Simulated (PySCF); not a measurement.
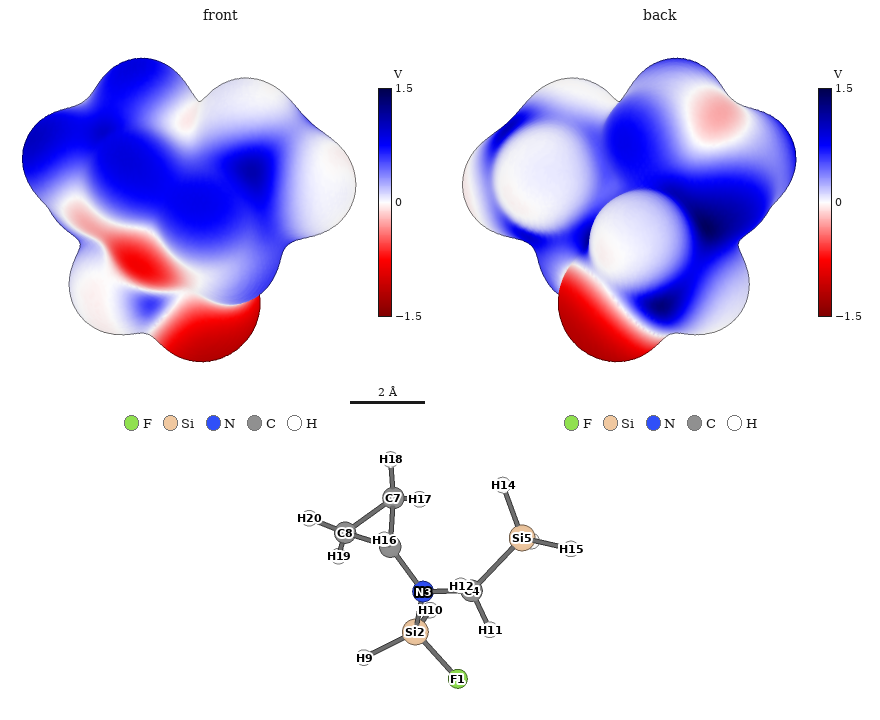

C$_{4}$H$_{12}$FNSi$_{2}$ (SMILES F[SiH2]N(C[SiH3])C1CC1). The molecular electrostatic potential painted on the density surface at 0.002 e/bohr³, seen from the front and from behind; the colour scale runs from red (negative) to blue (positive). The bare structure is drawn below in the same view.

Geometry: GFN2-xTB.

Level of theory: PySCF, PBE0/pcSseg-1, SCF density, gas phase, non-relativistic.

The calculation's input:

```
{"job": {"kind": "nmr", "xc": "PBE0", "basis": "pcSseg-1"}, "charge": 0, "multiplicity": 1}
F     -2.234542    -2.104762    -0.847997
Si    -0.797952    -1.947876    -0.140345
N     -0.146975    -0.495079    -0.766290
C     -0.988980     0.545342    -1.342436
Si    -1.513964     1.934299    -0.138468
C      1.160206    -0.038466    -0.444391
C      1.504370     0.465805     0.932048
C      2.086110    -0.822103     0.427517
H     -0.015100    -3.088609    -0.593253
H     -1.130016    -1.969985     1.284725
H     -1.880473     0.063564    -1.743452
H     -0.456689     0.974496    -2.200634
H     -2.080211     1.336174     1.071092
H     -0.364441     2.770567     0.214506
H     -2.515310     2.748617    -0.828615
H      1.615222     0.495602    -1.276306
H      0.739676     0.401564     1.690124
H      2.149039     1.325982     1.026325
H      1.732644    -1.739937     0.867383
H      3.132238    -0.844517     0.160612
```

Launched as:

```sh
OMP_NUM_THREADS=1 python probes_run.py task.json out
```

Where is the surface potential most negative and most positive?

The most negative region (about −1.1 V) lies over F1, the most positive (about +1.3 V) over Si2 and H19.

What dipole moment does the calculation give?

Its dipole moment is 2.17 D.
